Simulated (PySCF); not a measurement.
# C5H6F2: a tour of settings

Which settings matter for C5H6F2 (`C=C=C(C)C(F)F`), and how do bad ones show?

Computed with PySCF 2.14.0, with density-fitted response routines of our own, on a single molecule, in the gas phase or a continuum. Atoms count from 0, in the outputs and in this text.

### Step 1. Starting geometry

13 atoms, charge 0, multiplicity 1; geometry from: GFN2-xTB.

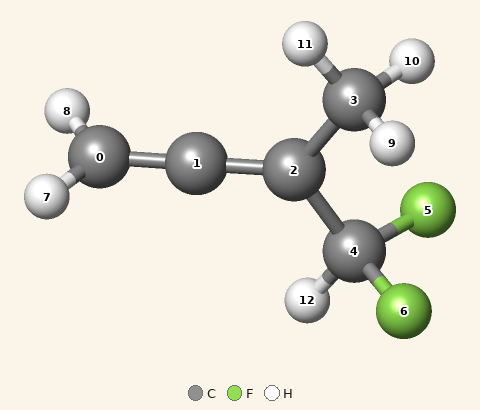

The starting geometry (carbon grey, fluorine green, hydrogen white), atoms numbered; sticks join atoms by distance.

### Step 2. Shielding tensors: HCTH407/pcSseg-1

The job: settings as JSON, then the geometry in Å.

```
{"job": {"kind": "nmr", "xc": "HCTH407", "basis": "pcSseg-1", "pop": false, "scf": {"max_cycle": 2}}, "charge": 0, "multiplicity": 1}
C      1.987308    -0.654855    -1.229711
C      0.927372    -0.315598    -0.573016
C     -0.139808     0.014784     0.095160
C     -0.951282    -0.937965     0.924968
C     -0.638629     1.436640     0.061797
F     -1.911774     1.497019    -0.413287
F     -0.691503     1.967552     1.312896
H      2.968798    -0.606050    -0.785663
H      1.936791    -1.002141    -2.249358
H     -0.980434    -0.592057     1.957752
H     -1.973400    -0.971672     0.549218
H     -0.521457    -1.934545     0.890188
H     -0.016370     2.099374    -0.558671
```

Level: GIAO HCTH407/pcSseg-1 NMR shielding, non-relativistic, gas phase.

Launch:

```bash
$ OMP_NUM_THREADS=1 python probes_run.py task.json out
```

This one command runs all jobs of the session in turn.

What it wrote:

```text
final grid: 111480 points
cycle   1  E = -393.5453016621  dE =  7.825e-01  |g| = 8.218e-01  |ddm| = 3.550e+00
cycle   2  E = -393.3386804074  dE =  2.066e-01  |g| = 1.401e+00  |ddm| = 1.614e+00
SCF not converged, last energy = -393.3386804074
```

It took 3.9 s on 1 thread of Intel Xeon Platinum 8488C, shared host; peak memory 0.47 GiB.

Diagnosis: The cap of 2 cycles ended the SCF at a gradient of 1.4e+00. Cure: raise the cap. Numbers printed on the way are no properties of the molecule.

### Step 3. Shielding tensors: OPBE/MINI

Same as in step 2 but for these lines:

```diff
@@ -1,2 +1,2 @@
-{"job": {"kind": "nmr", "xc": "HCTH407", "basis": "pcSseg-1", "pop": false, "scf": {"max_cycle": 2}}, "charge": 0, "multiplicity": 1}
+{"job": {"kind": "nmr", "xc": "OPBE", "basis": "MINI", "pop": false, "scf": {"max_cycle": 99}}, "charge": 0, "multiplicity": 3}
 C      1.987308    -0.654855    -1.229711
```

With the program's defaults for keys left out, this is: OPBE/MINI.

What it wrote:

```text
NotImplementedError: this response code serves closed shells only; the SCF ended at -390.47348638 Eh with <S^2> = 2.0148
```

Run time: 5.3 s. Hardware: 1 thread of Intel Xeon Platinum 8488C, shared host.

Diagnosis: The input makes an open shell, and this response code serves closed shells alone. Cure: restore the closed-shell charge and spin, or use an unrestricted response code.

### Step 4. NMR shieldings: revPBE/cc-pVDZ

Same as in step 3 but for these lines:

```diff
@@ -1,2 +1,2 @@
-{"job": {"kind": "nmr", "xc": "OPBE", "basis": "MINI", "pop": false, "scf": {"max_cycle": 99}}, "charge": 0, "multiplicity": 3}
+{"job": {"kind": "nmr", "xc": "revPBE", "basis": "cc-pVDZ", "pop": false, "gauge": [0, 0, 0], "scf": {"max_cycle": 72}}, "charge": 0, "multiplicity": 1}
 C      1.987308    -0.654855    -1.229711
```

Level: common gauge origin revPBE/cc-pVDZ NMR shielding, non-relativistic, gas phase.

What it wrote:

```text
final grid: 111480 points
cycle   1  E = -393.5481062748  dE =  8.270e-01  |g| = 7.681e-01  |ddm| = 7.405e+00
cycle   2  E = -393.3457134993  dE =  2.024e-01  |g| = 1.334e+00  |ddm| = 2.974e+00
cycle   3  E = -393.6557412104  dE = -3.100e-01  |g| = 1.566e-01  |ddm| = 1.828e+00
cycle   4  E = -393.6610207170  dE = -5.280e-03  |g| = 6.586e-02  |ddm| = 3.577e-01
cycle   5  E = -393.6619823417  dE = -9.616e-04  |g| = 3.175e-02  |ddm| = 1.368e-01
cycle   6  E = -393.6622591001  dE = -2.768e-04  |g| = 5.450e-03  |ddm| = 5.380e-02
cycle   7  E = -393.6622666727  dE = -7.573e-06  |g| = 1.708e-03  |ddm| = 1.130e-02
cycle   8  E = -393.6622672623  dE = -5.897e-07  |g| = 5.017e-04  |ddm| = 3.036e-03
cycle   9  E = -393.6622673157  dE = -5.337e-08  |g| = 2.227e-04  |ddm| = 9.765e-04
cycle  10  E = -393.6622673286  dE = -1.291e-08  |g| = 2.247e-05  |ddm| = 3.505e-04
cycle  11  E = -393.6622673287  dE = -8.822e-11  |g| = 1.410e-05  |ddm| = 5.994e-05
converged SCF energy = -393.6622673287

GIAO shielding tensors (ppm)
atom      isotropic    diamagn.    paramagn.     s11        s22        s33       span
  0 C      118.285     298.323    -180.039     38.317    147.053    169.483    131.167
  1 C       52.300     435.586    -383.287     37.711     57.828     61.361     23.650
  2 C      173.579     496.803    -323.224    101.724    156.395    262.617    160.893
  3 C      212.426     372.493    -160.067    193.833    213.148    230.297     36.464
  4 C      148.260     491.339    -343.079    113.208    163.529    168.043     54.834
  5 F      321.191     500.217    -179.027    223.674    346.797    393.102    169.428
  6 F      321.280     500.065    -178.785    223.918    346.681    393.242    169.324
  7 H        8.613     -25.229      33.842    -21.351     -1.865     49.054     70.405
  8 H        8.477     -25.689      34.166    -21.495     -2.034     48.961     70.455
  9 H       40.301      49.650      -9.349     14.772     31.937     74.196     59.424
 10 H       40.345      49.818      -9.473     14.790     31.977     74.269     59.480
 11 H       40.434      52.066     -11.631     19.648     40.620     61.036     41.389
 12 H       51.450      82.955     -31.505      9.776     48.525     96.050     86.274
```

Run time: 11 s. Hardware: 1 thread of Intel Xeon Platinum 8488C, shared host; peak memory 0.47 GiB.

A normal end doesn't make this result sound: a common gauge origin replaces GIAOs, so the shieldings depend on where the origin lies.

### Step 5. Excited states and response: WP04/def2-SVP in acetone

Same as in step 4 but for these lines:

```diff
@@ -1,2 +1,2 @@
-{"job": {"kind": "nmr", "xc": "revPBE", "basis": "cc-pVDZ", "pop": false, "gauge": [0, 0, 0], "scf": {"max_cycle": 72}}, "charge": 0, "multiplicity": 1}
+{"job": {"kind": "uv", "xc": "WP04", "basis": "def2-SVP", "solvent": "acetone", "nstates": 6, "ntriplets": 0, "tda": true, "scf": {"conv": 1e-11, "damp": 0.2}}, "charge": 0, "multiplicity": 1}
 C      1.987308    -0.654855    -1.229711
```

With the program's defaults for keys left out, this is: TDA WP04/def2-SVP, vertical, IEF-PCM acetone (non-equilibrium linear response), core orbitals frozen in the response.

What it wrote:

```text
damping 0.20 in the first 6 cycles
final grid: 111480 points
cycle   1  E = -401.5091820170  dE =  8.121e-01  |g| = 1.039e+00  |ddm| = 4.164e+00
cycle   2  E = -401.5261077021  dE = -1.693e-02  |g| = 1.020e+00  |ddm| = 1.518e+00
cycle   3  E = -401.5260300318  dE =  7.767e-05  |g| = 9.959e-01  |ddm| = 1.441e+00
cycle   4  E = -401.4798923048  dE =  4.614e-02  |g| = 1.125e+00  |ddm| = 1.557e+00
cycle   5  E = -401.4337790344  dE =  4.611e-02  |g| = 1.174e+00  |ddm| = 1.743e+00
cycle   6  E = -400.7709177085  dE =  6.629e-01  |g| = 2.212e+00  |ddm| = 2.763e+00
cycle   7  E = -398.8502315174  dE =  1.921e+00  |g| = 3.439e+00  |ddm| = 4.669e+00
cycle   8  E = -401.6172024843  dE = -2.767e+00  |g| = 5.675e-01  |ddm| = 3.429e+00
cycle   9  E = -401.6612710637  dE = -4.407e-02  |g| = 4.017e-01  |ddm| = 9.732e-01
cycle  10  E = -401.7009805437  dE = -3.971e-02  |g| = 6.057e-02  |ddm| = 3.549e-01
cycle  11  E = -401.7018253231  dE = -8.448e-04  |g| = 1.993e-02  |ddm| = 6.744e-02
cycle  12  E = -401.7019067012  dE = -8.138e-05  |g| = 9.076e-03  |ddm| = 2.620e-02
cycle  13  E = -401.7019288861  dE = -2.218e-05  |g| = 1.067e-03  |ddm| = 9.234e-03
cycle  14  E = -401.7019291360  dE = -2.499e-07  |g| = 2.040e-04  |ddm| = 1.179e-03
cycle  15  E = -401.7019291436  dE = -7.584e-09  |g| = 8.744e-05  |ddm| = 2.646e-04
cycle  16  E = -401.7019291456  dE = -1.972e-09  |g| = 1.453e-05  |ddm| = 1.049e-04
cycle  17  E = -401.7019291456  dE = -4.707e-11  |g| = 3.567e-06  |ddm| = 1.643e-05
cycle  18  E = -401.7019291456  dE = -2.728e-12  |g| = 6.466e-07  |ddm| = 3.847e-06
converged SCF energy = -401.7019291456

Static polarisability (au): isotropic 68.062, principal 45.221 49.974 108.992

Singlet excitations
state   eV       nm        f      main configurations
  1   5.9019    210.1   0.00005   H->L+1 0.77, H-1->L 0.23
  2   6.0747    204.1   0.00002   H-1->L 0.77, H->L+1 0.23
  3   7.4688    166.0   0.20333   H->L 0.68, H-1->L+1 0.15, H-2->L+1 0.09
  4   8.1918    151.4   0.00201   H-2->L 0.99
  5   8.1995    151.2   1.53742   H-1->L+1 0.61, H->L 0.21, H-2->L+1 0.08
  6   8.8511    140.1   0.05715   H-2->L+1 0.79, H-1->L+1 0.11
```

Wall time 15 s (1 thread of Intel Xeon Platinum 8488C, shared host); peak memory 0.66 GiB.

The orbitals next to the gap, with their largest atomic shares:

```
orbital      eV                        atoms
 HOMO−3  -12.11   C3 35 %, H11 18 %, F5 10 %
 HOMO−2  -10.97    F5 20 %, F6 20 %, C4 16 %
 HOMO−1   -9.00     C0 48 %, C1 35 %, C3 5 %
   HOMO   -8.74             C2 40 %, C1 34 %
   LUMO   -2.03     C1 39 %, C2 30 %, C4 8 %
 LUMO+1   -1.87     C0 41 %, C1 38 %, C2 5 %
 LUMO+2    0.86  H12 24 %, H11 18 %, C4 12 %
```

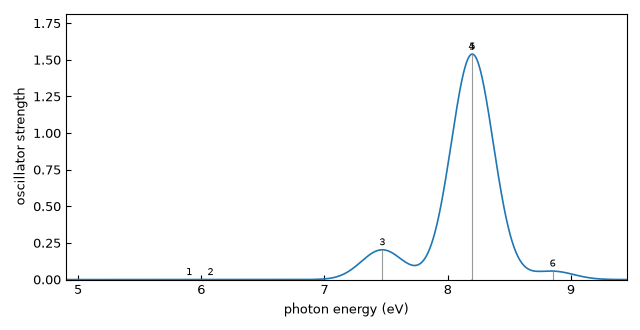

Absorption spectrum from the 6 singlet states computed; above the last one it falls off for lack of states. Lines are broadened to a width of 0.40 eV (Gaussian).

Further results of this job:

```
           property  computed
  dipole moment (D)      2.86
polarisability (Å³)     10.09
 HOMO–LUMO gap (eV)      6.71
      −ε(HOMO) (eV)      8.74
```

### Step 6. TDDFT and polarisability: KT2/aug-pcSseg-1 in chloroform

Same as in step 5 but for these lines:

```diff
@@ -1,2 +1,2 @@
-{"job": {"kind": "uv", "xc": "WP04", "basis": "def2-SVP", "solvent": "acetone", "nstates": 6, "ntriplets": 0, "tda": true, "scf": {"conv": 1e-11, "damp": 0.2}}, "charge": 0, "multiplicity": 1}
+{"job": {"kind": "uv", "xc": "KT2", "basis": "aug-pcSseg-1", "solvent": "chloroform", "nstates": 6, "ntriplets": 2, "tda": false}, "charge": 0, "multiplicity": 1}
 C      1.987308    -0.654855    -1.229711
```

Method: TDDFT KT2/aug-pcSseg-1, vertical, IEF-PCM chloroform (non-equilibrium linear response), core orbitals frozen in the response.

What it wrote:

```text
coarse grid: 11328 points
cycle   1  E = -399.5423074073  dE =  8.410e-01  |g| = 8.838e-01  |ddm| = 1.044e+01
cycle   2  E = -399.2684171334  dE =  2.739e-01  |g| = 1.580e+00  |ddm| = 3.146e+00
cycle   3  E = -399.6717682492  dE = -4.034e-01  |g| = 1.567e-01  |ddm| = 2.259e+00
cycle   4  E = -399.6769059737  dE = -5.138e-03  |g| = 5.844e-02  |ddm| = 4.917e-01
cycle   5  E = -399.6776145091  dE = -7.085e-04  |g| = 2.942e-02  |ddm| = 2.011e-01
cycle   6  E = -399.6778410175  dE = -2.265e-04  |g| = 6.114e-03  |ddm| = 5.925e-02
cycle   7  E = -399.6778505567  dE = -9.539e-06  |g| = 1.594e-03  |ddm| = 1.940e-02
final grid: 111480 points
cycle   8  E = -399.7654048943  dE = -1.533e-04  |g| = 3.556e-02  |ddm| = 4.316e-01
cycle   9  E = -399.7649067043  dE =  4.982e-04  |g| = 6.592e-02  |ddm| = 1.387e-01
cycle  10  E = -399.7656017779  dE = -6.951e-04  |g| = 4.209e-03  |ddm| = 9.742e-02
cycle  11  E = -399.7656062153  dE = -4.437e-06  |g| = 1.123e-03  |ddm| = 8.819e-03
cycle  12  E = -399.7656065010  dE = -2.857e-07  |g| = 3.299e-04  |ddm| = 2.893e-03
cycle  13  E = -399.7656065320  dE = -3.098e-08  |g| = 5.602e-05  |ddm| = 1.032e-03
cycle  14  E = -399.7656065325  dE = -4.816e-10  |g| = 3.316e-05  |ddm| = 2.026e-04
cycle  15  E = -399.7656065327  dE = -2.744e-10  |g| = 1.012e-05  |ddm| = 7.946e-05
converged SCF energy = -399.7656065327

Static polarisability (au): isotropic 86.112, principal 62.817 71.854 123.666

Singlet excitations
state   eV       nm        f      main configurations
  1   5.5835    222.1   0.00014   H->L 0.97
  2   5.9556    208.2   0.00006   H-1->L+1 0.97
  3   6.1638    201.1   0.00141   H->L+2 1.00
  4   6.4507    192.2   0.05191   H-1->L+2 0.74, H-1->L 0.15
  5   6.5792    188.4   0.11843   H->L+1 0.53, H-1->L+2 0.20, H-1->L 0.10
  6   6.7144    184.7   0.00000   H->L+3 1.00

Triplet excitations (Tamm-Dancoff, eV): 4.5344 4.8632
```

Run time: 28 s. Hardware: 1 thread of Intel Xeon Platinum 8488C, shared host; peak memory 0.82 GiB.

In short: HOMO -6.55 eV, LUMO -1.03 eV; lowest singlet 5.58 eV.

### Step 7. Run by run: electronic excitations

Excitations and ground-state properties, with basis size and wall time:

```
                           run  lowest singlet (eV)  brightest (eV)      f  gap (eV)  α (Å³)  μ (D)  functions  time
      WP04/def2-SVP in acetone                 5.90            8.20  1.537      6.71   10.09   2.86        128  15 s
KT2/aug-pcSseg-1 in chloroform                 5.58            6.58  0.118      5.52   12.76   2.69        236  28 s
```

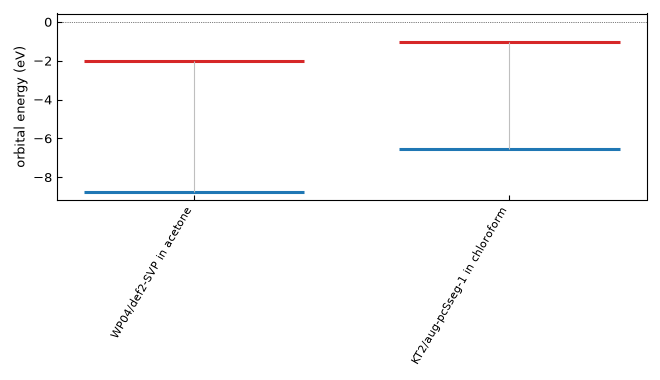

HOMO (blue) and LUMO (red) run by run.

### Step 8. Outcome

```
                                quantity                                            value
          lowest singlet (WP04/def2-SVP)                      5.90 eV (210 nm), f = 0.000
brightest single state of those computed                      state 5, 8.20 eV, f = 1.537
             range of the lowest singlet                                  5.58 to 5.90 eV
           property runs in this session  5, of which 2 failed and 1 gave unsound results
```

In words: Single values in the summary come from the first run of each kind that ended normally (WP04/def2-SVP), which need not be the best level. The first singlet state (HOMO→LUMO+1 0.77, HOMO−1→LUMO 0.23) lies at 5.90 eV and is dark; of the 6 states computed, the strongest absorption comes from state 5 at 8.20 eV. The basis of WP04/def2-SVP has no diffuse functions, so Rydberg states are missing and the high states are unreliable. The lowest singlet runs from 5.58 eV (KT2/aug-pcSseg-1 in chloroform) to 5.90 eV (WP04/def2-SVP in acetone), while the orbital gap spans 5.52 to 6.71 eV. The lowest state need not be the same one in every run. The runs solved for a few states only, so the brightest column depends on that window.
